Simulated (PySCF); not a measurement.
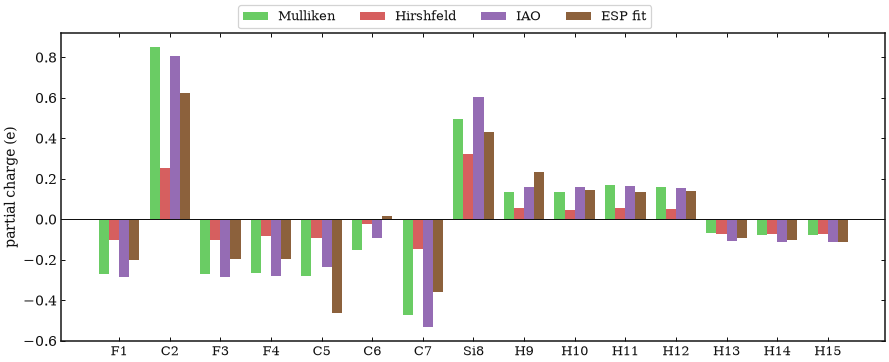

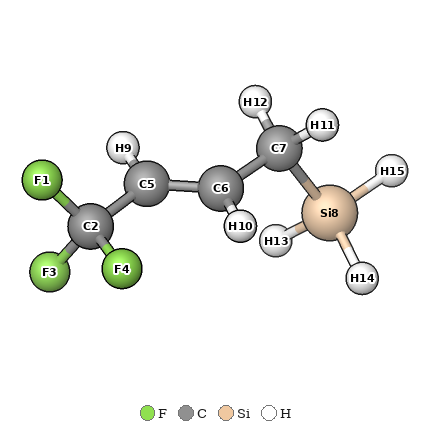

Atomic charges of C₄H₇F₃Si, SMILES FC(F)(F)/C=C/C[SiH3] by 4 schemes, PBE0/pcSseg-1 with PySCF, at a PBE0-D3(BJ)/def2-SVP geometry (no frequency check).

### Which atom is the most negative in each scheme?

Mulliken: C7 (−0.47 e); Hirshfeld: C7 (−0.15 e); IAO: C7 (−0.53 e); ESP fit: C5 (−0.46 e).

### On which atom do the schemes disagree most?

On C2: Mulliken 0.85, Hirshfeld 0.25, IAO 0.81, ESP fit 0.62 e.

Known limits of this run: one conformer of a flexible molecule.
